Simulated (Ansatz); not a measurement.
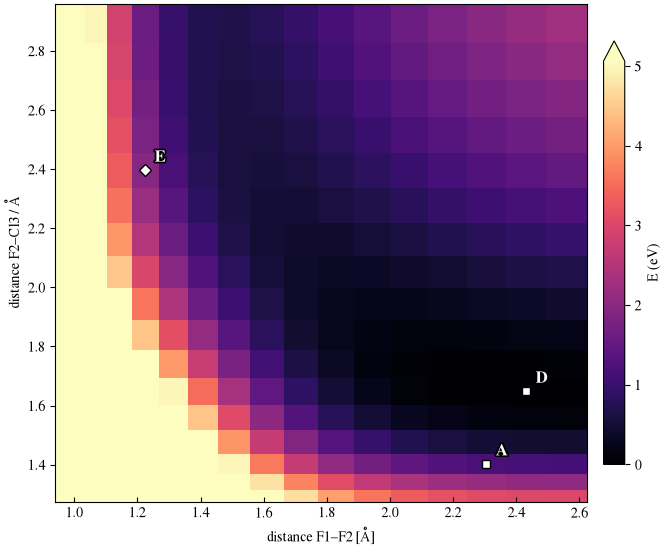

The system F⁻ + FCl. First axis: distance F1–F2. Second axis: distance F2–Cl3. Nothing is relaxed (the angle F1–F2–Cl3 is fixed at 140 degrees). Grid: 17 × 17 points. Points are written as (first, second). All energies are given in eV relative to the lowest grid point. The reference is spin-restricted, so regions where a bond is pulled apart into radicals lie too high. Computed with Ansatz, RKS PBE0-D4/def2-TZVPD.

The picture shows one coloured cell a grid point, one colour for all values above the top of the scale, lettered points.

> Is E the lowest point of the computed grid?

No. E lies 2.0 eV above the lowest grid point, which is at (2.431 Å, 1.649 Å).

> Rank the lettered points by energy, lowest first.

D (0.0 eV), A (1.2 eV), E (2.0 eV).
